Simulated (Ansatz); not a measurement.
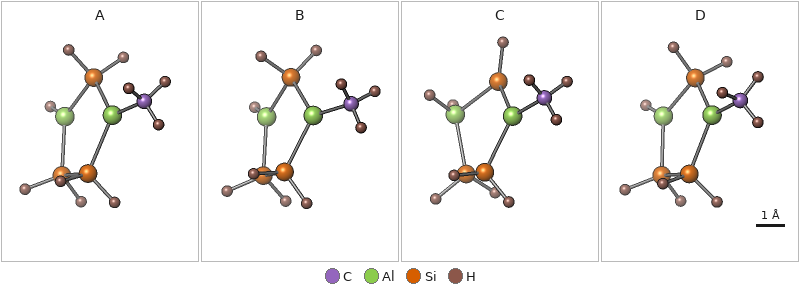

4 geometries from a converged minimum-energy path of CH₁₀Al₂Si₃, shuffled. Style: ball-and-stick. Shown from a free direction.

These are results of Ansatz, UHF/STO-3G, not measurements. Settings: 9 movable images; climbing image; force threshold 0.05 eV/Å; iteration limit 60; starting path through a guess of the saddle point.

Q: Which frame is the top of the path?

A: C. In order along the path, whose images run from 0 to 10: D (image 0, 0.0 kJ/mol), A (image 1, +0.4 kJ/mol), B (image 3, +2.9 kJ/mol), C (image 7, +223.4 kJ/mol). A hydrogen atom shifts from one atom to another. Breaking: H–Si (1.43 → 3.08 Å). Forming: Al–H (3.12 → 1.49 Å).

Limits of the set-up: STO-3G is a minimal basis, so the numbers are rough.

Cost: 6 min on 1 thread of Intel(R) Xeon(R) Platinum 8375C CPU @ 2.90GHz (Ice Lake), with other jobs on the host, peak memory 0.25 GiB.
